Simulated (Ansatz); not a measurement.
## Electronic structure of H$_{5}$NO$_{3}$Si (SMILES N[Si](O)(O)O) in real space

Input

```
crystal:
  periodic: [false, false, false]
  atoms:
    - {symbol: N, position_ang: [1.056241, -1.087026, 0.091188]}
    - {symbol: Si, position_ang: [-0.160132, 0.094495, 0.023328]}
    - {symbol: O, position_ang: [-0.099921, 1.343267, 1.085388]}
    - {symbol: O, position_ang: [-1.526140, -0.744125, 0.341410]}
    - {symbol: O, position_ang: [-0.097441, 0.839222, -1.438325]}
    - {symbol: H, position_ang: [0.975717, -1.846491, 0.746417]}
    - {symbol: H, position_ang: [2.016609, -0.859756, -0.102561]}
    - {symbol: H, position_ang: [0.175745, 2.184976, 0.720394]}
    - {symbol: H, position_ang: [-2.237229, -0.235964, 0.733755]}
    - {symbol: H, position_ang: [-0.020551, 0.260303, -2.197993]}
basis:
  gaussian: {orbitals: def2-TZVPP}
hamiltonian: {xc: pbe0, dispersion: d4}
output: {orbitals: {seedname: orbitals}}
```

Command:

```sh
ansatz run in.yaml --threads 4 --pin off --events-out ev --progress --plain --max-ram 10444MiB
```

Geometry: PBE0-D4/def2-TZVP.

Level of theory: RKS PBE0-D4/def2-TZVPP in Ansatz.

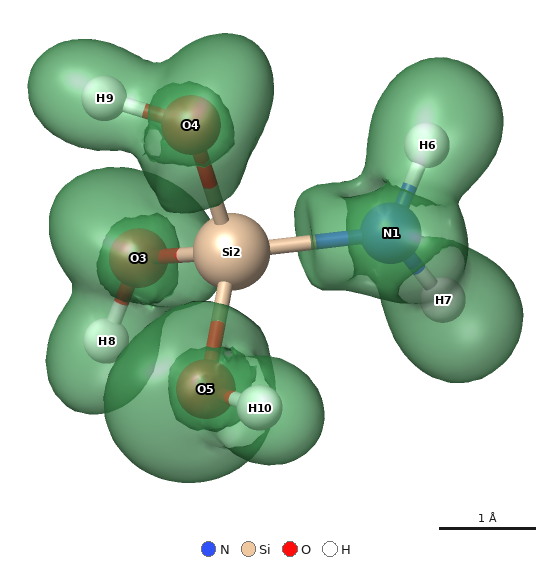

Figure 1. Isosurface of the electron localisation function at 0.75 (green), seen across its widest extent. Core shells and regions of very low density are left out.

What do the ELF domains correspond to?

The surface consists of one joined region spread over several atoms (H, N), in which their bonds and any lone pairs are merged and three joined regions spread over several atoms (H, O), in which their bonds and any lone pairs are merged.


Si–O (1.63 Å): the ELF peaks at about 0.90 between the atoms; a polar covalent bond. Si–N (1.70 Å): the ELF peaks at about 0.90 between the atoms; a polar covalent bond.

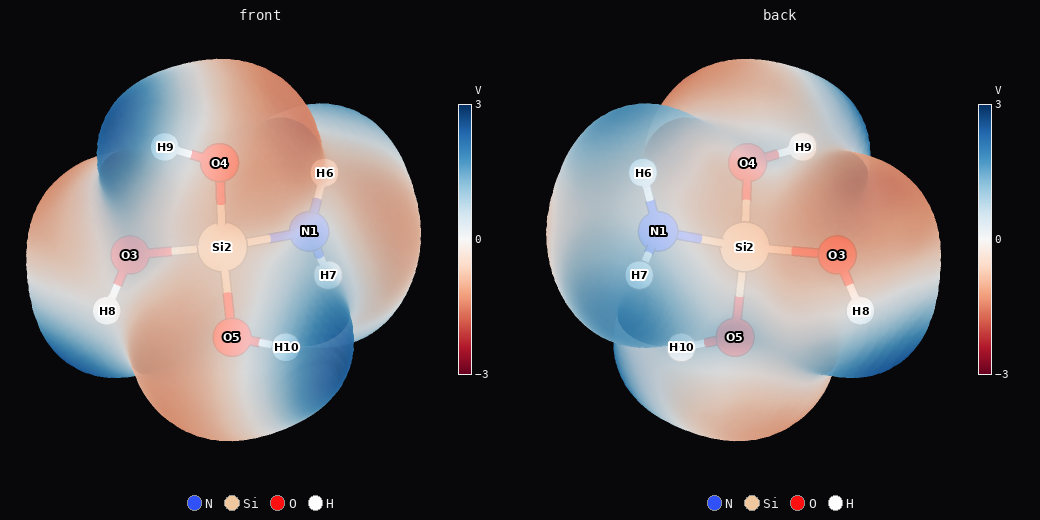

Figure 2. The molecular electrostatic potential painted on the density surface at 0.002 e/bohr³, seen from the front and from behind; the colour scale runs from red (negative) to blue (positive).

Where is the surface potential most negative and most positive?

The most negative region (about −1.5 V) lies over O3 and O4, the most positive (about +2.5 V) over H8, H9 and H10.

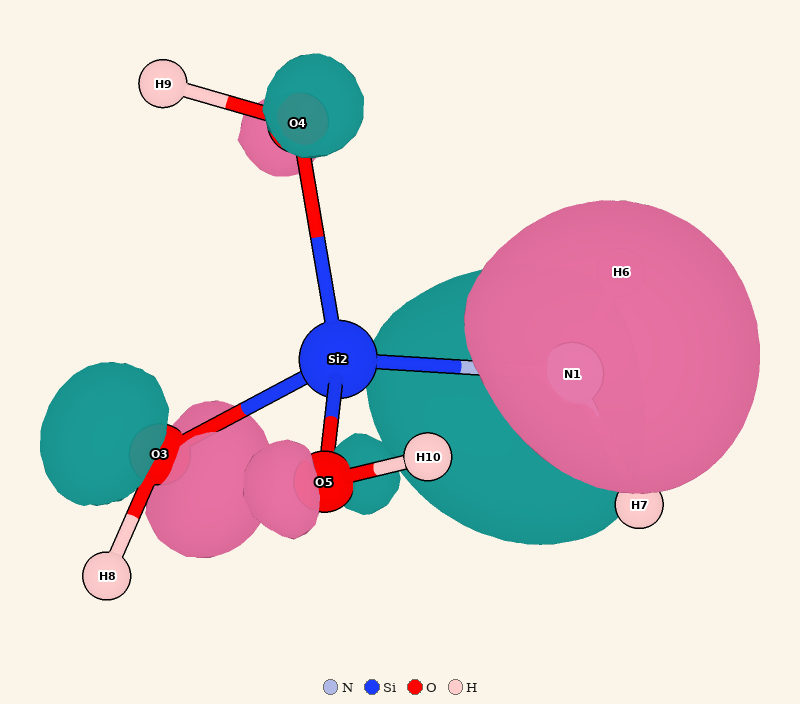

Figure 3. The HOMO at ±0.15 Å⁻³ᐟ² (teal and pink are the two phases), seen at a tilt.

Where does this orbital lie, and at what energy?

Its weight (Hirshfeld) is mainly on N1 (about 65 %) and O3 (about 10 %). Its energy is −7.59 eV.
